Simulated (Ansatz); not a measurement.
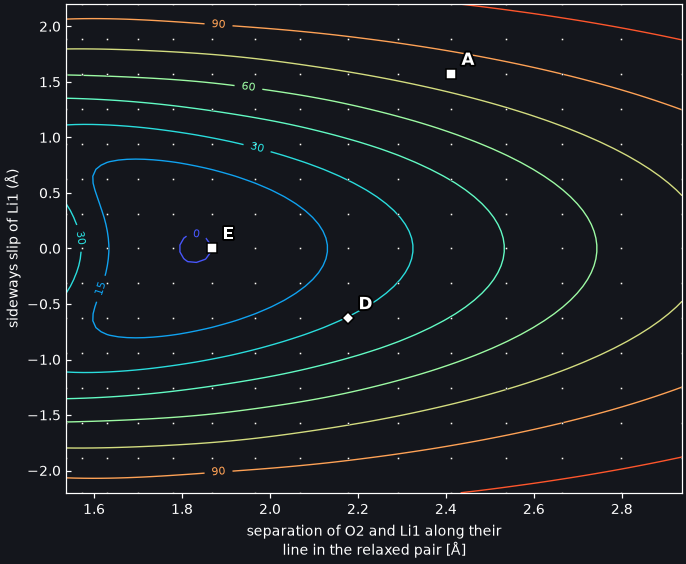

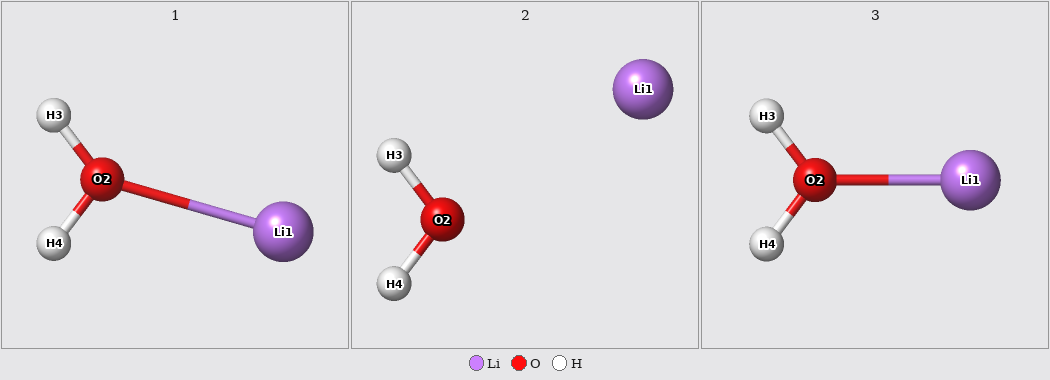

H2LiO, charge +1. 
- Coordinates scanned: (1) separation of O2 and Li1 along their line in the relaxed pair; (2) sideways slip of Li1.
- Nothing is relaxed (both partners rigid).
- Grid: 15 × 15 points; 120 points were computed and 105 follow by symmetry.
- Points are written as (first, second).
- All energies are given in kJ/mol relative to the lowest grid point.
- Computed with RKS B3LYP-D4/def2-TZVPD (Ansatz).

The picture shows contour lines labelled in kJ/mol, dots at the grid points, lettered points. Between grid points the surface is interpolated. The numbered pictures are the structures at these points, in random order.

### Which structure belongs to which point?

A is structure 2: (2.411 Å, 1.571 Å), 82 kJ/mol; D is structure 1: (2.177 Å, −0.629 Å), 30 kJ/mol; E is structure 3: (1.868 Å, 0.000 Å), 0 kJ/mol.
